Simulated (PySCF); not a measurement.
Input file:

```
mol = gto.M(atom='''
Hf    -0.00000    -0.00000     0.00000
O      1.24914     0.96203     1.11722
H      1.80998     1.50125     1.66780
O     -1.24914    -0.96203     1.11722
H     -1.80998    -1.50125     1.66780
O      0.96203    -1.24914    -1.11722
H      1.50125    -1.80998    -1.66780
O     -0.96203     1.24914    -1.11722
H     -1.50125     1.80998    -1.66780''',
    basis={'Hf': 'def2-SVP', 'O': 'def2-SVP', 'H': 'def2-SVP'},
    ecp={'Hf': 'def2-SVP'},
    charge=0, spin=0)
mf = dft.RKS(mol, xc='PBE0')
mf.grids.atom_grid = (75, 302)  # f atoms: at least (60, 302), unpruned
mf = mf.density_fit()  # Hf def2-universal-JKFIT, O def2-universal-JKFIT, H def2-universal-JKFIT
mf.conv_tol = 1e-09; mf.max_cycle = 55
mf.kernel(dm0)
```

Launched as:

```sh
OMP_NUM_THREADS=2 python run.py
```

Core potentials replace the inner electrons of Hf.

All numbers below come from RKS PBE0, Hf def2-SVP with ECP60, O def2-SVP, H def2-SVP; non-relativistic Hamiltonian with scalar-relativistic core potentials where named; density fitting (PySCF 2.14.0).

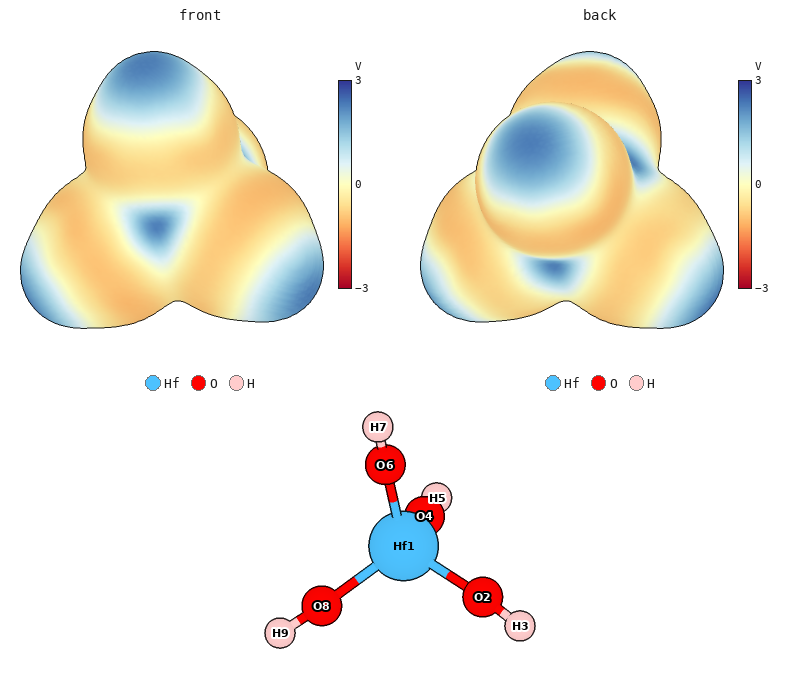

H4HfO4. The electrostatic potential painted on the density surface at 0.002 e/bohr³, seen from the front and from behind; the colour scale runs from red (negative) to blue (positive). The bare structure is drawn below in the same view.

Question: Where is the surface potential most negative and most positive?

Answer: The most negative region (about −1.0 V) lies over O2, O4, O6 and O8, the most positive (about +2.3 V) over the H and Hf atoms.
